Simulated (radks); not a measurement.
# Ru⁴⁺ in [Kr] 4d4: an all-electron calculation

Aim: the levels, the sizes of the orbitals and the parts of the energy of the ruthenium ion Ru4+.

The numbers are computed with radks (a radial shooting solver on a logarithmic mesh, Libxc functionals) version 1 (scalar-relativistic Kohn-Sham, LDA (Slater exchange, Perdew-Wang correlation), spin-polarised, spherical densities, point nucleus; open shells are filled with parallel spins first), except any that are marked as measured or tabulated.

## (1) The system

```
element       : ruthenium (Z = 44)
charge        : +4
electrons     : 40
configuration : [Kr] 4d4
```

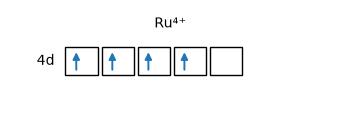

Outer shells as boxes.

In the logs a row gives level, spin channel, occupation and eigenvalue; Etot, Ekin, Encl (electron-nucleus), Eh (Hartree) and Exc are energies, all in hartree; err is the last residual, it the number of iterations.

## (2) The calculation

Settings of this run:

```text
Z 44
configuration [Kr] 4d4
relativity scalar-relativistic
functional lda,pw
spin polarised
nucleus point
c 137.035999084
```

Run with:

```console
$ python run_ks.py task.json out
```

The same process makes all the runs of this session.

Output:

```text
1s      1   1.0000        -807.05007683
2s      1   1.0000        -117.74305717
2p      1   3.0000        -105.72633356
3s      1   1.0000         -22.30324523
3p      1   3.0000         -18.35640766
3d      1   5.0000         -11.98938657
4s      1   1.0000          -4.71735473
4p      1   3.0000          -3.59419415
4d      1   4.0000          -1.96178517
1s      2   1.0000        -807.04983430
2s      2   1.0000        -117.71721435
2p      2   3.0000        -105.70607582
3s      2   1.0000         -22.28487967
3p      2   3.0000         -18.33639696
3d      2   5.0000         -11.96266490
4s      2   1.0000          -4.60277321
4p      2   3.0000          -3.47506626
4d      2   0.0000          -1.84239296
Etot -4522.662184304244
Ekin 4675.842373441315
Encl -10838.701353621782
Eh 1767.50162452102
Exc -127.30482864479701
err 2.6453841842006033e-09
it 14
```

It took 0.19 s on 1 thread of Arm Neoverse V2, shared host; peak memory 0.24 GiB.

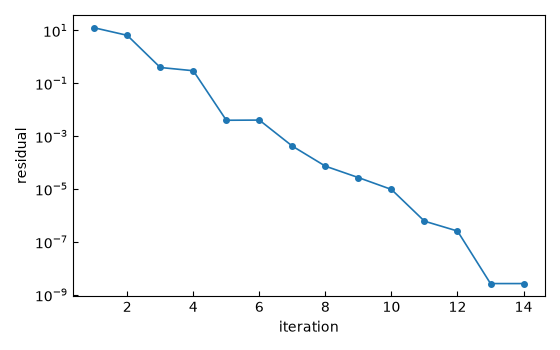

Residual of the self-consistent cycle.

## (3) Radial structure

Radial moments (bohr):

```tsv
level	occupation	energy (eV)	<r>	outermost maximum (interpolated)	90 % within	nodes
1s up	1	-21961	0.03347	0.0217	0.0600	0
1s down	1	-21961	0.03347	0.0217	0.0600	0
2s up	1	-3204.0	0.1458	0.123	0.225	1
2s down	1	-3203.2	0.1458	0.123	0.225	1
2p up	3	-2877.0	0.1270	0.0983	0.207	0
2p down	3	-2876.4	0.1270	0.0983	0.207	0
3s up	1	-606.90	0.4034	0.362	0.595	2
3s down	1	-606.40	0.4033	0.362	0.595	2
3p up	3	-499.50	0.4035	0.355	0.609	1
3p down	3	-498.96	0.4033	0.355	0.608	1
3d up	5	-326.25	0.3842	0.300	0.612	0
3d down	5	-325.52	0.3840	0.301	0.611	0
4s up	1	-128.37	1.004	0.910	1.45	3
4s down	1	-125.25	1.001	0.906	1.45	3
4p up	3	-97.803	1.095	0.973	1.61	2
4p down	3	-94.561	1.093	0.969	1.61	2
4d up	4	-53.383	1.365	1.15	2.08	1
4d down	0	-50.134	1.377	1.14	2.11	1
```

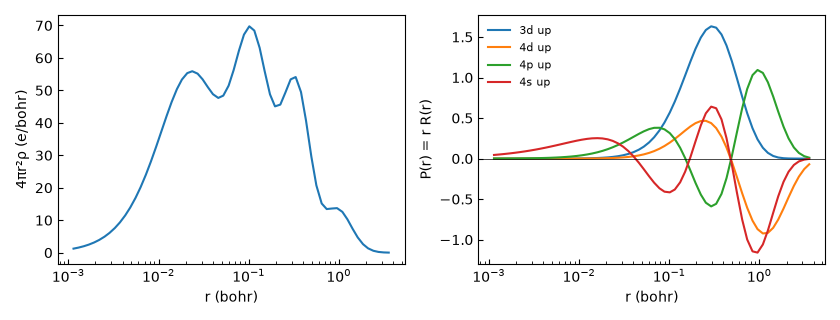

Left: shells in the radial density. Right: radial functions of the outer levels.

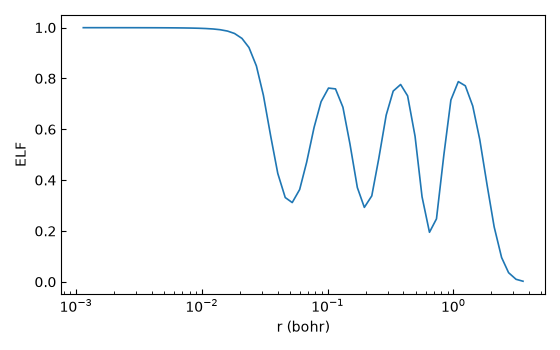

Electron localisation function against radius.

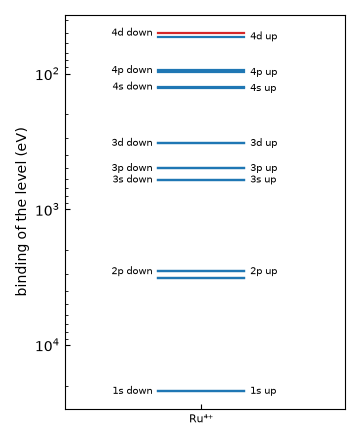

Level scheme on a logarithmic scale; filled levels blue, empty ones red.

Slater integrals of the outer shells (eV):

```tsv
integral	shells	value
F0	4d, 4d	17.980
F2	4d, 4d	9.162
F4	4d, 4d	6.054
F0	4d, 4p	19.797
F2	4d, 4p	9.928
G1	4d, 4p	12.501
G3	4d, 4p	7.687
F0	4d, 4s	20.421
G2	4d, 4s	9.213
F0	4d, 3d	24.081
```

X-ray form factor f at sin θ/λ (1/Å): 0.05: 39.59, 0.15: 36.65, 0.25: 32.23, 0.4: 25.94, 0.6: 20.43, 1: 13.93, 1.5: 8.51.

## (4) What came out

```
                        quantity                   value
                    total energy     -4522.66218 hartree
exchange-correlation share of it                  2.81 %
                            −T/E                  1.0339
          highest occupied level       4d up, -53.383 eV
    most extended occupied level  4d up, <r> = 1.37 bohr
 radius at density 0.001 e/bohr³               2.99 bohr
    maxima of the radial density                       4
         ionisation energy, NIST          59 (theory) eV
```

**Reading.** 4 principal shells are occupied and 4 maxima appear in the radial density. −T/E is 1.034: with relativity the kinetic term as defined here no longer equals −E. Minus the highest eigenvalue, 53.383 eV, is 90 % of the tabulated ionisation energy (59 eV). Open shells are spherical and high-spin; term and fine-structure splittings are not resolved.
